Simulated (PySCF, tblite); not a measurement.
# C4H12NPSi: geometry, infrared bands and NMR shifts

Aim: predict the infrared bands and NMR shifts of C4H12NPSi (`CN([SiH2]P)C1CC1`).

Programs: tblite 0.8.0 and PySCF 2.14.0, with density-fitted response routines of our own. Each step states its level of theory. These are calculated values for one molecule in the gas phase, unless marked as measured. Atoms are numbered from 0 throughout.

## Step 1: Starting geometry

19 atoms, charge 0, multiplicity 1; geometry from: force field or distance geometry start.

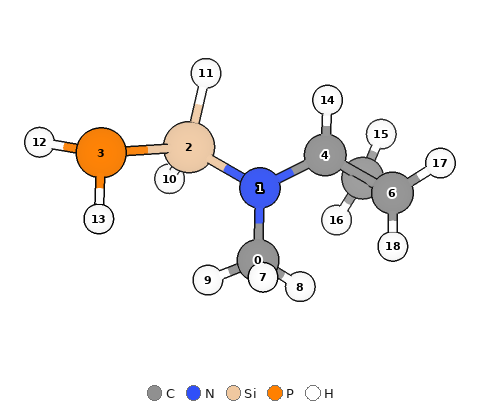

As it starts; carbon grey, nitrogen blue, silicon light orange, phosphorus orange, hydrogen white, atoms numbered.

## Step 2: Geometry optimisation with GFN2-xTB

What the job is given:

```
{"job": {"kind": "relax", "xc": "GFN2-xTB", "basis": "xTB"}, "charge": 0, "multiplicity": 1}
C      0.108500     0.940500    -1.207800
N      0.187300     0.289900     0.035200
Si     1.434600    -0.950800     0.210200
P      3.373800     0.103000     0.369300
C     -1.014600     0.074300     0.768400
C     -2.029900    -0.775500    -0.012600
C     -2.332400     0.658300     0.357500
H      0.207200     2.046500    -1.071600
H     -0.852000     0.768200    -1.748500
H      0.947900     0.648000    -1.849700
H      1.471800    -1.924600    -0.914500
H      1.212000    -1.654900     1.489800
H      4.382300    -0.906200     0.028400
H      3.435100     1.214700    -0.541300
H     -0.895200    -0.083500     1.855600
H     -2.422200    -1.605700     0.589600
H     -1.727500    -1.005300    -1.044800
H     -3.140800     0.737000     1.118500
H     -2.355600     1.435400    -0.423800
```

The run is started by

```bash
OMP_NUM_THREADS=1 python probes_run.py task.json out
```

This one command runs all jobs of the session in turn.

**Question.** This job is followed by: GFN2-xTB harmonic vibrations, gas phase; GIAO PBE0/pcSseg-1 NMR shielding, non-relativistic, gas phase. What will the session give for the following? strongest single infrared mode (GFN2-xTB); zero-point energy (GFN2-xTB); ¹³C shifts against TMS (PBE0/pcSseg-1, means over atoms taken as alike); ¹H shifts against TMS (PBE0/pcSseg-1, means over atoms taken as alike); ¹⁵N shifts against NH3 (PBE0/pcSseg-1); ²⁹Si shifts against TMS (PBE0/pcSseg-1); ³¹P shifts against H3PO4 (PBE0/pcSseg-1).

**Answer**, as computed:

| quantity | value |
| --- | --- |
| strongest single infrared mode (GFN2-xTB) | 2112 cm⁻¹, 293 km/mol |
| zero-point energy (GFN2-xTB) | 93.4 kcal/mol |
| ¹³C shifts against TMS (PBE0/pcSseg-1, means over atoms taken as alike) | 35.9, 32.4, 1.8 ppm |
| ¹H shifts against TMS (PBE0/pcSseg-1, means over atoms taken as alike) | 5.33, 2.49, 2.25, 1.02, 0.65, 0.38 ppm |
| ¹⁵N shifts against NH3 (PBE0/pcSseg-1) | 14.4 ppm |
| ²⁹Si shifts against TMS (PBE0/pcSseg-1) | -30.5 ppm |
| ³¹P shifts against H3PO4 (PBE0/pcSseg-1) | -302.0 ppm |

Relaxing lowered the energy by 1.065 eV in 156 steps; the close pair that moved most is P3–H12, from 1.467 to 1.380 Å. All 51 modes are real, so the xTB geometry is a minimum. The strongest single mode, at 2112 cm⁻¹, moves mainly H10. GFN2-xTB is a fitted tight-binding method: band positions and strengths are rough. Its intensities can rank the bands wrongly. At PBE0/pcSseg-1: The largest span, 147 ppm, is at Si2, where the paramagnetic term is -503 ppm.
